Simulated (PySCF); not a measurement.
**CH6FNOSi (SMILES NC(F)O[SiH3]): PBE0/def2-TZVP**

Aim: the vertical ionisation energy of CH6FNOSi at PBE0/def2-TZVP, from 2 runs. 

The results are computed with PySCF 2.14.0.

## Step 1: The molecule

CH6FNOSi: 11 atoms, total charge 0, spin state singlet. As SMILES, `NC(F)O[SiH3]`. The shape is that of a PBE0-D4/def2-TZVP optimisation. This is one conformer, not always the lowest.

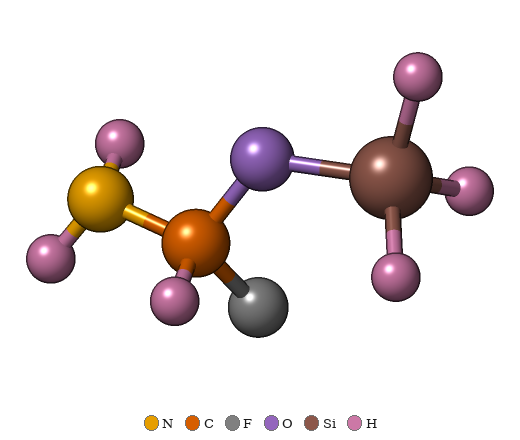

Viewed from a chosen angle; nitrogen amber, carbon orange, fluorine grey, oxygen purple, silicon brown, hydrogen pink.

## Step 2: A single-point energy at PBE0/def2-TZVP

File job.py:

```python
# NC(F)O[SiH3]
from pyscf import gto, dft

mol = gto.M(
    atom='''
N     -0.144000    -1.360100     1.536300
C      0.302100    -0.710900     0.381400
F     -0.130800    -1.354100    -0.802100
O     -0.189100     0.564500     0.355900
Si    -0.073700     1.562200    -0.966600
H     -1.151700    -1.310600     1.615900
H      0.167600    -2.320000     1.570800
H      1.396100    -0.741800     0.315100
H     -1.091700     1.236800    -1.993000
H     -0.305800     2.924600    -0.436400
H      1.286400     1.452300    -1.556700
''',
    basis='def2-tzvp',
    max_memory=1860,
    verbose=4,
    charge=0,
)

mf = dft.RKS(mol, xc='pbe0')
mf.conv_tol = 1e-10
mf.grids.level = 0
mf.kernel()
if not mf.converged:
    mf = mf.newton().run(mf.mo_coeff, mf.mo_occ)

energy = mf.e_tot
print(f'total energy: {energy:.8f} hartree')
```

On the command line:

```
$ OMP_NUM_THREADS=1 python job.py
```

Output:

```text
PySCF version 2.14.0

[INPUT] num. atoms = 11
[INPUT] num. electrons = 50
[INPUT] charge = 0
[INPUT] spin (= nelec alpha-beta = 2S) = 0
[INPUT] symmetry False subgroup None
[INPUT] Mole.unit = angstrom
[INPUT] Symbol           X                Y                Z      unit          X                Y                Z       unit  Magmom
[INPUT]  1 N     -0.144000000000  -1.360100000000   1.536300000000 AA   -0.272120561937  -2.570216502021   2.903186245169 Bohr   0.0
[INPUT]  2 C      0.302100000000  -0.710900000000   0.381400000000 AA    0.570886262231  -1.343406301953   0.720741543909 Bohr   0.0
[INPUT]  3 F     -0.130800000000  -1.354100000000  -0.802100000000 AA   -0.247176177093  -2.558878145274  -1.515749324514 Bohr   0.0
[INPUT]  4 O     -0.189100000000   0.564500000000   0.355900000000 AA   -0.357347210155   1.066750397317   0.672553527733 Bohr   0.0
[INPUT]  5 Si    -0.073700000000   1.562200000000  -0.966600000000 AA   -0.139272815380   2.952130151796  -1.826609272005 Bohr   0.0
[INPUT]  6 H     -1.151700000000  -1.310600000000   1.615900000000 AA   -2.176397577662  -2.476675058855   3.053608444685 Bohr   0.0
[INPUT]  7 H      0.167600000000  -2.320000000000   1.570800000000 AA    0.316718098477  -4.384164608991   2.968381796467 Bohr   0.0
[INPUT]  8 H      1.396100000000  -0.741800000000   0.315100000000 AA    2.638246642505  -1.401798839202   0.595452701850 Bohr   0.0
[INPUT]  9 H     -1.091700000000   1.236800000000  -1.993000000000 AA   -2.063014010188   2.337213270862  -3.766224166258 Bohr   0.0
[INPUT] 10 H     -0.305800000000   2.924600000000  -0.436400000000 AA   -0.577878248892   5.526693023903  -0.824676480760 Bohr   0.0
[INPUT] 11 H      1.286400000000   1.452300000000  -1.556700000000 AA    2.430943686640   2.744449250706  -2.941736658110 Bohr   0.0

nuclear repulsion = 251.819842973178
number of shells = 81
number of NR pGTOs = 295
number of NR cGTOs = 197
basis = def2-tzvp
ecp = {}

******** <class 'pyscf.dft.rks.RKS'> ********
method = RKS
initial guess = minao
damping factor = 0
level_shift factor = 0
DIIS = <class 'pyscf.scf.diis.CDIIS'>
diis_start_cycle = 1
diis_space = 8
diis_damp = 0
SCF conv_tol = 1e-10
SCF conv_tol_grad = None
SCF max_cycles = 50
direct_scf = True
direct_scf_tol = 1e-13
XC library pyscf.dft.libxc version 7.0.0
    S. Lehtola, C. Steigemann, M. J.T. Oliveira, and M. A.L. Marques.,  SoftwareX 7, 1–5 (2018)
XC functionals = pbe0
radial grids:
    Treutler-Ahlrichs [JCP 102, 346 (1995); DOI:10.1063/1.469408] (M4) radial grids

becke partition: Becke, JCP 88, 2547 (1988); DOI:10.1063/1.454033
pruning grids: <function nwchem_prune>
grids dens level: 0
symmetrized grids: False
atomic radii adjust function: <function treutler_atomic_radii_adjust>
small_rho_cutoff = 0
Set gradient conv threshold to 1e-05
Initial guess from minao.
tot grids = 9664
init E= -561.190380627982
  HOMO = -0.326989025695062  LUMO = -0.0332255108330273  gap/eV = 7.99371
cycle= 1 E= -560.660227273191  delta_E= 0.53  |g|= 0.849  |ddm|= 2.34
  HOMO = -0.216820592815902  LUMO = 0.0184634814527676  gap/eV = 6.40241
cycle= 2 E= -560.520829641477  delta_E= 0.139  |g|= 1.26  |ddm|= 1.11
  HOMO = -0.291453314877578  LUMO = 0.0113703147957098  gap/eV = 8.24025
cycle= 3 E= -560.77926214565  delta_E= -0.258  |g|= 0.088  |ddm|= 0.717
  HOMO = -0.301456581197044  LUMO = 0.013200748569057  gap/eV = 8.56226
cycle= 4 E= -560.780195048173  delta_E= -0.000933  |g|= 0.0534  |ddm|= 0.0764
  HOMO = -0.296462996174609  LUMO = 0.0123020185903851  gap/eV = 8.40192
cycle= 5 E= -560.780683564309  delta_E= -0.000489  |g|= 0.00839  |ddm|= 0.0306
  HOMO = -0.296321177500231  LUMO = 0.0123039417959384  gap/eV = 8.39812
cycle= 6 E= -560.780692015393  delta_E= -8.45e-06  |g|= 0.00367  |ddm|= 0.00644
  HOMO = -0.296717905007298  LUMO = 0.0123476100236758  gap/eV = 8.41010
cycle= 7 E= -560.780694288441  delta_E= -2.27e-06  |g|= 0.000575  |ddm|= 0.00218
  HOMO = -0.296658422233422  LUMO = 0.0123806957025804  gap/eV = 8.40938
cycle= 8 E= -560.780694349586  delta_E= -6.11e-08  |g|= 9.15e-05  |ddm|= 0.000439
  HOMO = -0.296660006389212  LUMO = 0.012370058676037  gap/eV = 8.40914
cycle= 9 E= -560.78069435146  delta_E= -1.87e-09  |g|= 1.79e-05  |ddm|= 0.000107
  HOMO = -0.29665774984228  LUMO = 0.0123714929493678  gap/eV = 8.40911
cycle= 10 E= -560.780694351532  delta_E= -7.24e-11  |g|= 5.36e-06  |ddm|= 1.92e-05
  HOMO = -0.296659017806509  LUMO = 0.0123712256237413  gap/eV = 8.40914
Extra cycle  E= -560.780694351532  delta_E=    0  |g|= 5.55e-06  |ddm|= 7.69e-06
converged SCF energy = -560.780694351532
total energy: -560.78069435 hartree
```

Run time: 26 s. Hardware: 1 thread of Arm Neoverse N1, shared host; peak memory 1.6 GiB.

## Step 3: The doublet cation

File job.py:

```python
from pyscf import gto, dft

system = gto.Mole()
system.atom = '''
N     -0.272121    -2.570217     2.903186
C      0.570886    -1.343406     0.720742
F     -0.247176    -2.558878    -1.515749
O     -0.357347     1.066750     0.672554
Si    -0.139273     2.952130    -1.826609
H     -2.176398    -2.476675     3.053608
H      0.316718    -4.384165     2.968382
H      2.638247    -1.401799     0.595453
H     -2.063014     2.337213    -3.766224
H     -0.577878     5.526693    -0.824676
H      2.430944     2.744449    -2.941737
'''
system.verbose = 3
system.unit = 'bohr'
system.spin = 1
system.charge = 1
system.basis = 'def2-tzvp'
system.max_memory = 1860
system.build()

ks = dft.UKS(system, xc='pbe0')
ks.conv_tol = 1e-10
ks.grids.level = 0
ks.kernel()
if not ks.converged:
    ks = ks.newton().run(ks.mo_coeff, ks.mo_occ)

e_final = ks.e_tot
print('E(%s) = %.9f' % ('PBE0', e_final))
```

On the command line:

```
$ OMP_NUM_THREADS=1 python job.py
```

Output:

```text
WARN: HOMO -0.326988985200065 >= LUMO -0.326988985200064

converged SCF energy = -560.397981105272  <S^2> = 0.75763697  2S+1 = 2.0076224
E(PBE0) = -560.397981105
```

It took 67 s on 1 thread of Arm Neoverse N1, shared host; peak memory 1.6 GiB.

## Step 4: Summary of results

At PBE0/def2-TZVP:

| quantity | value |
| --- | --- |
| singlet CH6FNOSi: total energy | -560.78069 Eh |
| singlet CH6FNOSi: dipole moment | 0.76 D |
| singlet CH6FNOSi: HOMO energy | -8.07 eV |
| singlet CH6FNOSi: LUMO energy | 0.34 eV |
| singlet CH6FNOSi: HOMO–LUMO gap | 8.41 eV |
| doublet cation: total energy | -560.39798 Eh |
| doublet cation: HOMO energy (highest over α and β) | -13.87 eV |
| doublet cation: LUMO energy (lowest over α and β) | -12.55 eV |
| doublet cation: ⟨S²⟩ | 0.758 |
| vertical ionisation energy (to the doublet cation) | 10.414 eV |

Removing an electron at fixed nuclei costs 10.41 eV (240 kcal/mol). The negative HOMO energy of the first species, 8.07 eV, lies 2.34 eV below that difference.
